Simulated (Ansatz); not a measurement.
Base system: MoS₂ in the 2H-MoS2 type structure (space group P6_3/mmc, No. 194; a = 3.173 Å, c = 12.436 Å; layered, stacked along the Cartesian z axis).

It is then changed as follows: a free-standing slab of 3 layers (9 atoms, 3 a layer) is cut normal to the stacking axis, with 15 Å of vacuum and the in-plane cell relaxed.

The values are results of Ansatz (a program for electronic structure) r2SCAN+rVV10, no SOC, not measurements.

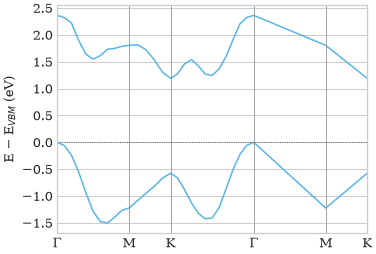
Highest valence and lowest conduction band along the path of the changed cell's own zone

### Question
Read the changed gap and its character from the plot.

### Answer
About 1.19 eV, indirect, Γ → K.

Whether these cells are dynamically stable was not tested. Labels are those of the standard path for the cell's own space group.
